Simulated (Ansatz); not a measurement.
HfO2: Hf → Zr

Start from HfO$_{2}$ (space group P4_2/nmc, No. 137; a = 3.604 Å, c = 5.264 Å).

The change: full substitution Hf → Zr, then cell and atoms are relaxed.

Level of theory: PBE (Ansatz, a first-principles code, PAW, no spin-orbit coupling). Settings: 9×9×6 k-points, 0.05 eV Fermi–Dirac smearing.

| quantity | base | changed | shift |
|---|---|---|---|
| volume per atom | 11.40 Å³ | 11.54 Å³ | +0.146 Å³ |
| density | 10.22 g/cm³ | 5.91 g/cm³ | -4.31 g/cm³ |
| lattice parameter a | 3.604 Å | 3.621 Å | +0.017 Å |
| c/a ratio | 1.461 | 1.459 | -0.002 |
| space group | P4_2/nmc (No. 137) | P4_2/nmc (No. 137) | – |
| shortest interatomic distance | 2.069 Å | 2.077 Å | +0.008 Å |
| band gap | 4.67 eV | 4.04 eV | -0.63 eV |
| gap character | indirect, Z → Γ | indirect, k = (0.222, 0.222, 0) in the run's primitive reciprocal basis → Γ | – |
| smallest direct gap | 4.73 eV | 4.13 eV | -0.60 eV |
| width of the top valence band | 0.94 eV | 0.87 eV | -0.07 eV |
| electron mass | 1.0 mₑ along c, 0.88 mₑ across (at Γ) | 2.3 mₑ along c, 0.61 mₑ across (at Γ) | – |

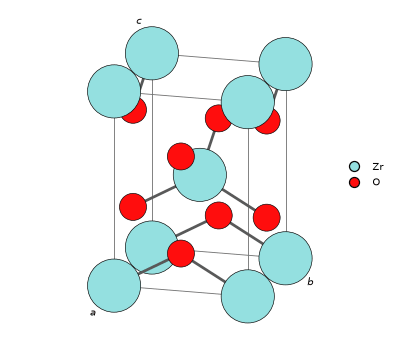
Fig. 1. The relaxed conventional cell after the change

With Hf present, leaving out spin-orbit coupling can change the band edges. Effective masses come from finite differences of ±0.01 Å⁻¹. No phonon test of stability was made. This is not the structure that ZrO2 has at room temperature and ambient pressure. This is not the structure that HfO2 has at room temperature and ambient pressure.
